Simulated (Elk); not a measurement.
Band structure of MoPd (R-3m, 2 atoms in the cell).

```yaml
crystal:
  lattice:
    - [1.38767, 0.80117, 4.64477]
    - [-1.38767, 0.80117, 4.64477]
    - [0.00000, -1.60234, 4.64477]
  atoms:
    - { symbol: Mo, position: [0.00000, 0.00000, 0.00000] }
    - { symbol: Pd, position: [0.50000, 0.50000, 0.50000] }
```

Computed with PBEsol, all-electron FP-LAPW, Elk's shipped species files, APW+lo basis with extra local orbitals (Elk).

Settings: xctype = 22; rgkmax = 7.5; stype = 0; swidth = 0.00183747 Ha; ngridk = 14 14 14; gmaxvr = 16 1/bohr; nxlo = 2; lorbcnd = true; rmtscf = 0.95; lmaxi = 3.

The starting cell comes from a database of computed structures (which also holds hypothetical and non-ambient phases and stackings), without a prior relaxation at this level. Spin polarisation is off. Values depend on the basis (sphere radii, cutoffs, local orbitals), which need not be converged.

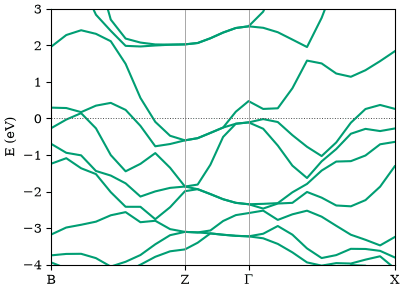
Figure. Bands along the path, energies from the Fermi level.

Levels in eV from the Fermi level, bands 14 to 21:
| point | 14 | 15 | 16 | 17 | 18 | 19 | 20 | 21 |
|---|---|---|---|---|---|---|---|---|
| B | -1.24 | -0.70 | -0.26 | 0.30 | 1.97 | 6.16 | 7.26 | 8.04 |
| Z | -1.99 | -1.86 | -1.86 | -0.60 | -0.60 | 2.03 | 2.03 | 12.49 |
| Γ | -2.35 | -2.35 | -0.11 | -0.11 | 0.47 | 2.52 | 2.52 | 8.36 |
| X | -1.31 | -0.64 | -0.27 | 0.27 | 1.84 | 6.34 | 6.96 | 8.33 |

Bands cross the Fermi level along this path, so the cell is metallic at this level.
